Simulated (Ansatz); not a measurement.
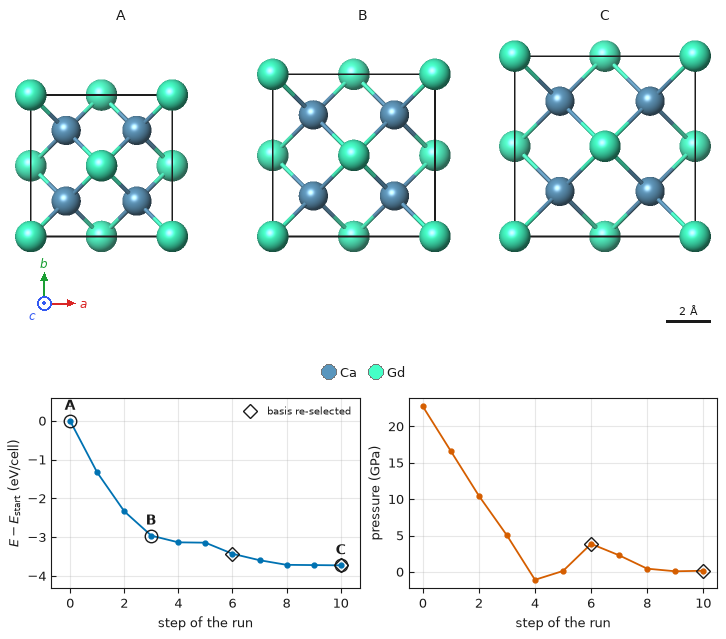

Frames of a relaxation of crystalline Ca2Gd (a generated structure, set up in Fm-3m) (coarse preliminary run), marked on the history of the run. The picture is a ball-and-stick view of the conventional cell (4 times the calculation's cell), seen along the c axis. Lengths and directions refer to the drawn axes.

All numbers below come from Ansatz, DFT PBE, scalar-relativistic, plane waves, PAW. Set-up: plane-wave cutoff 420 eV; k-point mesh 4 × 4 × 4; occupations gaussian; smearing width 0.1 eV; collinear spin; cell and atoms relaxed; force threshold 0.04 eV/Å; at most 70 steps.

Q: Describe the path.

A: The energy falls by 3.726 eV per cell of the calculation in 8 accepted moves (10 points after the start). All forces vanish by symmetry, so only the cell relaxes. The pressure goes from 22.75 to 0.16 GPa. At 2 points the geometry stayed and the basis and grid were re-selected for the new cell (energy shift of 0.286 eV per cell of the calculation at most each time). The atoms keep their places relative to the cell (all moves are under 0.005 Å). The volume changes by +107.3 %, with a = b = c 6.553 → 8.357 Å (+27.5 %). Near-neighbour distances that change, for instance: Ca–Ca 3.277 → 4.178 Å, Ca–Gd 2.838 → 3.618 Å. The space group stays Fm-3m (No. 225). The run took 48 s on 1 thread of Arm Neoverse V2 (shared host), peak memory 0.41 GiB. From step 0 to 3: volume +50.6 %, energy −2.959 eV per cell of the calculation. From step 3 to 10: volume +37.7 %, energy −0.766 eV per cell of the calculation.
